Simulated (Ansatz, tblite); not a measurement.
# C₂₁H₁₈N₂S₃: spin states and exact exchange

Is the singlet the ground state of C₂₁H₁₈N₂S₃? Other spin states are computed and compared level by level.

Method: as each input shows; program: Ansatz 0.2.0, Gaussian basis.

The runs, in order: triplet, at the geometry of the singlet (GFN1-xTB, GFN2-xTB, PBE0-D4/def2-TZVP, PBE-D4/def2-TZVP); the singlet's energies come from earlier runs.

## (1) The geometry

The singlet was relaxed beforehand with PBE-D4/def2-SVP.

SMILES `CN(C)c1ccc(/C=C/c2ccc(/C=C/c3ccc(/C=C/C#N)s3)s2)s1`, 44 atoms, charge 0, spin multiplicity 1.

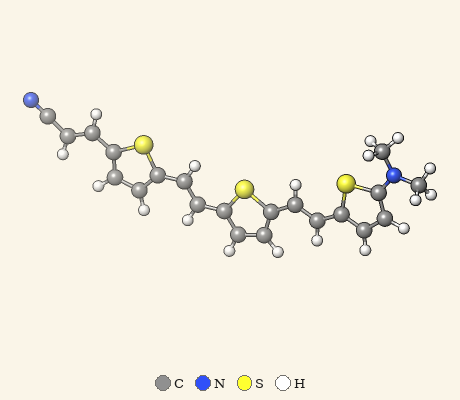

The structure; carbon grey, nitrogen blue, sulfur yellow, hydrogen white.

## (2) Triplet at the fixed geometry, GFN1-xTB

Tight binding, by tblite at 300 K electronic temperature and without a spin-polarisation term:

```python
tblite.interface.Calculator('GFN1-xTB', numbers, positions, charge=0, uhf=2).singlepoint()
```

Energy -1942.9562 eV; 0.15 s.

## (3) Triplet at the fixed geometry, GFN2-xTB

Tight binding, by tblite at 300 K electronic temperature and without a spin-polarisation term:

```python
tblite.interface.Calculator('GFN2-xTB', numbers, positions, charge=0, uhf=2).singlepoint()
```

Energy -1892.9830 eV; 0.13 s.

## (4) Triplet at the fixed geometry, PBE0-D4/def2-TZVP

File in.yaml:

```yaml
crystal:
  periodic: [false, false, false]
  atoms:
    - {symbol: C, position_ang: [-8.865914, -1.554072, -0.454010]}
    - {symbol: N, position_ang: [-7.438328, -1.801202, -0.509079]}
    - {symbol: C, position_ang: [-6.925651, -3.087258, -0.078919]}
    - {symbol: C, position_ang: [-6.597672, -0.720496, -0.562452]}
    - {symbol: C, position_ang: [-6.922719, 0.630628, -0.752732]}
    - {symbol: C, position_ang: [-5.779640, 1.461748, -0.788927]}
    - {symbol: C, position_ang: [-4.564610, 0.794517, -0.609533]}
    - {symbol: C, position_ang: [-3.251388, 1.353676, -0.577094]}
    - {symbol: C, position_ang: [-2.069886, 0.674826, -0.385004]}
    - {symbol: C, position_ang: [-0.766152, 1.272800, -0.344414]}
    - {symbol: C, position_ang: [-0.367904, 2.612795, -0.494361]}
    - {symbol: C, position_ang: [1.021762, 2.801097, -0.381618]}
    - {symbol: C, position_ang: [1.743610, 1.619709, -0.140986]}
    - {symbol: C, position_ang: [3.157437, 1.487981, 0.023821]}
    - {symbol: C, position_ang: [3.844171, 0.321000, 0.267060]}
    - {symbol: C, position_ang: [5.265613, 0.208993, 0.430389]}
    - {symbol: C, position_ang: [6.272981, 1.192873, 0.384032]}
    - {symbol: C, position_ang: [7.566405, 0.686490, 0.594693]}
    - {symbol: C, position_ang: [7.603992, -0.701215, 0.810368]}
    - {symbol: C, position_ang: [8.714502, -1.576603, 1.058381]}
    - {symbol: C, position_ang: [10.032763, -1.202007, 1.136532]}
    - {symbol: C, position_ang: [11.078822, -2.127391, 1.385355]}
    - {symbol: N, position_ang: [11.959242, -2.882699, 1.590977]}
    - {symbol: S, position_ang: [5.980158, -1.354608, 0.742503]}
    - {symbol: S, position_ang: [0.637254, 0.258457, -0.061502]}
    - {symbol: S, position_ang: [-4.860147, -0.934462, -0.387594]}
    - {symbol: H, position_ang: [-9.407881, -2.511779, -0.564841]}
    - {symbol: H, position_ang: [-9.183346, -1.076357, 0.503451]}
    - {symbol: H, position_ang: [-9.178141, -0.889357, -1.285680]}
    - {symbol: H, position_ang: [-7.664811, -3.877455, -0.310656]}
    - {symbol: H, position_ang: [-5.990736, -3.328780, -0.627765]}
    - {symbol: H, position_ang: [-6.698577, -3.123383, 1.013832]}
    - {symbol: H, position_ang: [-7.949780, 0.998748, -0.860461]}
    - {symbol: H, position_ang: [-5.823763, 2.550575, -0.935278]}
    - {symbol: H, position_ang: [-3.223232, 2.447640, -0.719259]}
    - {symbol: H, position_ang: [-2.111596, -0.419235, -0.243535]}
    - {symbol: H, position_ang: [-1.080873, 3.426994, -0.681716]}
    - {symbol: H, position_ang: [1.520216, 3.777233, -0.469448]}
    - {symbol: H, position_ang: [3.717865, 2.435030, -0.056398]}
    - {symbol: H, position_ang: [3.266534, -0.616205, 0.346928]}
    - {symbol: H, position_ang: [6.057334, 2.253952, 0.199370]}
    - {symbol: H, position_ang: [8.470891, 1.310599, 0.592441]}
    - {symbol: H, position_ang: [8.479191, -2.645082, 1.197286]}
    - {symbol: H, position_ang: [10.331995, -0.148709, 1.005826]}
basis:
  gaussian: {orbitals: def2-TZVP, fitting: {mean_field: def2-universal-jkfit}}
magnetization: {spin_polarized: true, initial_magnetization: 2}
hamiltonian: {xc: pbe0, dispersion: d4}
scf: {omitted_lower_state_checks: [starts]}
output: {orbitals: {seedname: orbitals}}
```

Launch:

```
> ansatz run in.yaml --threads 2 --pin off --events-out ev --progress --plain --max-ram 32768MiB --backend cuda --devices 0, --max-vram 18GiB
```

Output:

```text
Functional definition: PBE0
  name "PBE0"
  cite "Adamo & Barone, J. Chem. Phys. 110, 6158 (1999) doi:10.1063/1.478522"
  cite "Perdew, Burke & Ernzerhof, Phys. Rev. Lett. 77, 3865 (1996) doi:10.1103/PhysRevLett.77.3865"
  parent pbe
  parameter a = 0.25
  parameter kappa = 0.804
  parameter beta = 0.06672455060314922
  exchange = (1 - a)*pbe_x(kappa = kappa, mu = beta*pi^2/3) + a*exact_x
  correlation = pbe_c(beta = beta)
these checks for a lower state are left out or cut short: starts
2437 factors; integrals over basis functions are off by at most 4.1e-1 eV
mean field evaluation 1: about -57478.3341 eV, gradient 9.2e1 eV
mean field evaluation 2: about -57323.7063 eV, gradient 1.6e2 eV
mean field evaluation 4: about -57510.0347 eV, gradient 3.4e1 eV
mean field evaluation 8: about -57521.5269 eV, gradient 1.9e0 eV
mean field evaluation 16: about -57521.6011 eV, gradient 8.7e-2 eV
mean field evaluation 32: about -57521.6011 eV, gradient 3.1e-4 eV
mean field -57521.60112417 eV, -2113.8798517718 hartree, gradient 9.1e-6 eV, S^2 2.049347; 0 other end points of the search recorded, 0 dependent functions left out
reference -57521.60119878 eV, -2113.8798545137 hartree; 104, 102 occupied and 828, 830 virtual orbitals, 2437 factors
Total energy: -57523.03829479 eV, -2113.9326668179 hartree
Checks for a lower state left out: starts
```

It took 32 s on 1 × H100 (card shared with other runs) with 2 threads of AMD EPYC 7R13, shared host; peak host memory 1.6 GiB.

Report: HOMO -3.76 eV, LUMO -3.85 eV (over both spins; with the spin held, an empty level of the minority spin lies below the top filled one); ⟨S²⟩ 2.049 (pure: 2.00).

## (5) Triplet at the fixed geometry, PBE-D4/def2-TZVP

start.molden holds the orbitals of an earlier run on this state, given as this run's starting guess.

Changes to in.yaml since step 4:

```diff
@@ -48,5 +48,5 @@
 basis:
-  gaussian: {orbitals: def2-TZVP, fitting: {mean_field: def2-universal-jkfit}}
+  gaussian: {orbitals: def2-TZVP, fitting: {mean_field: def2-universal-jkfit}, initial_orbitals: start.molden}
 magnetization: {spin_polarized: true, initial_magnetization: 2}
-hamiltonian: {xc: pbe0, dispersion: d4}
+hamiltonian: {xc: pbe, dispersion: d4}
 scf: {omitted_lower_state_checks: [starts]}
```

Launched as before.

Output:

```text
Functional definition: PBE
  name "PBE"
  cite "Perdew, Burke & Ernzerhof, Phys. Rev. Lett. 77, 3865 (1996) doi:10.1103/PhysRevLett.77.3865"
  parent pbe
  parameter kappa = 0.804
  parameter beta = 0.06672455060314922
  exchange = pbe_x(kappa = kappa, mu = beta*pi^2/3)
  correlation = pbe_c(beta = beta)
these checks for a lower state are left out or cut short: starts
2437 factors; integrals over basis functions are off by at most 4.1e-1 eV
mean field evaluation 1: about -57517.3093 eV, gradient 1.6e1 eV
mean field evaluation 2: about -57517.8560 eV, gradient 6.9e-1 eV
mean field evaluation 4: about -57517.8798 eV, gradient 3.1e-1 eV
mean field evaluation 8: about -57517.8803 eV, gradient 2.2e-5 eV
mean field -57517.88033947 eV, -2113.7431154560 hartree, gradient 2.2e-5 eV, S^2 2.006002; 0 other end points of the search recorded, 0 dependent functions left out
reference -57517.88044090 eV, -2113.7431191833 hartree; 104, 102 occupied and 828, 830 virtual orbitals, 2437 factors
Total energy: -57519.55597118 eV, -2113.8046937857 hartree
Checks for a lower state left out: starts
```

It took 17 s on 1 × H100 (card shared with other runs) with 2 threads of AMD EPYC 7R13, shared host; peak host memory 1.3 GiB.

From the report: HOMO -3.23 eV, LUMO -4.26 eV (over both spins; with the spin held, an empty level of the minority spin lies below the top filled one); ⟨S²⟩ 2.006 (pure: 2.00).

## (6) Triplet less singlet, vertical

The singlet's energies are those of its earlier runs, whose logs aren't repeated here.

| level | triplet less singlet, vertical (kJ/mol) | time |
| --- | --- | --- |
| GFN1-xTB | +122.5 | 0.28 s |
| GFN2-xTB | +120.8 | 0.24 s |
| PBE-D4/def2-TZVP | +111.8 | 30 s |
| PBE0-D4/def2-TZVP | +124.8 | 45 s |

Times add the two runs; a level without a time comes out of a correlated run. Tight binding without a spin term can't rank spin states.

## (7) Outcome

| quantity | value |
| --- | --- |
| triplet less singlet, vertical, functionals in def2-TZVP | +111.8 (PBE-D4) to +124.8 kJ/mol (PBE0-D4) |

In words: All functionals put the triplet above the singlet, over a spread of 13.1 kJ/mol. The checks for a lower triplet were left out, so another state of that spin may lie lower. These are electronic energies, without zero-point motion, entropy or surroundings.
